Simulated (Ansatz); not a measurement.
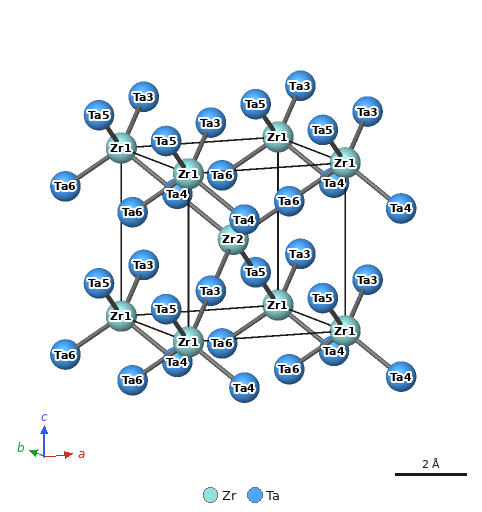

This is the input geometry for a relaxation of a crystal of ZrTa2 (built on the cuprite_224 type) (coarse preliminary run). A ball-and-stick model of the cell of the calculation, seen slightly off an axis.

Case: cuprite type (Pn-3m, No. 224).

The calculation used DFT PBE, scalar-relativistic, plane waves, PAW in Ansatz.

Input
```yaml
crystal:
  lattice:
    - [4.8211852747, 0.0, 0.0]
    - [0.0, 4.8211852747, 0.0]
    - [0.0, 0.0, 4.8211852747]
  atoms:
    - { symbol: Zr, position: [0.0, 0.0, 0.0] }
    - { symbol: Zr, position: [0.5, 0.5, 0.5] }
    - { symbol: Ta, position: [0.25, 0.25, 0.25] }
    - { symbol: Ta, position: [0.25, 0.75, 0.75] }
    - { symbol: Ta, position: [0.75, 0.75, 0.25] }
    - { symbol: Ta, position: [0.75, 0.25, 0.75] }
basis:
  ecutwfc: 420
kpoints:
  mp_grid: { grid: [4, 4, 4] }
hamiltonian:
  xc: pbe
scf:
  occupations: { method: gaussian, width: 0.1 }
  lower_state_search: "off"
output:
  forces: true
  stress: true
  eigenvalues: true
relax:
  adjacent_minimum: "off"
  f_tol: 0.04
  max_steps: 70
  cell: { stress_tol: 0.4 }
```

Launched with:
```bash
ansatz run input.yaml --threads 1 --pin off --max-ram 2560MiB --backend cpu --events-out ev --progress --plain --runs-dir out
```

Predict the outcome.

No atom moves by more than 0.005 Å relative to the cell. Cell: a = b = c 4.821 → 5.653 Å (+17.2 %). Volume +61.2 %. Among the contacts that change: Zr1–Ta3 2.088 → 2.448 Å. The space group stays Pn-3m (No. 224). After 5 accepted moves (6 points after the start) the energy has fallen by 1499 meV per atom. All forces vanish by symmetry, so only the cell relaxes. The pressure goes from 65.34 to 0.28 GPa. The SCF was repeated once at an unchanged geometry on a basis and grid sized afresh for the cell, which shifted the energy by 11.8 meV per atom at most. The run took 32 s on 1 thread of Arm Neoverse V1, with other jobs on the host, peak memory 0.43 GiB.

History of the run:

```tsv
step	E − E(0), meV/atom	pressure, GPa	volume, Å³/atom	note
0	0.00	65.34	18.677	
1	-835.54	32.39	21.544	
2	-1274.08	14.58	24.690	
3	-1460.84	4.36	28.027	
4	-1485.14	-0.99	30.613	
5	-1487.00	-0.03	30.100	
6	-1498.81	0.28	30.100	same geometry, new basis
```

Final geometry:

```
CELL_PARAMETERS angstrom
5.65250 0.00000 0.00000
0.00000 5.65250 0.00000
0.00000 0.00000 5.65250
ATOMIC_POSITIONS crystal
Zr 0.00000 0.00000 0.00000
Zr 0.50000 0.50000 0.50000
Ta 0.25000 0.25000 0.25000
Ta 0.25000 0.75000 0.75000
Ta 0.75000 0.75000 0.25000
Ta 0.75000 0.25000 0.75000
```

After the run, drawn alike:

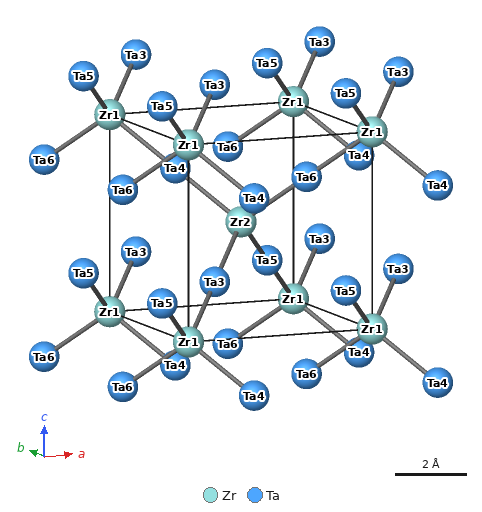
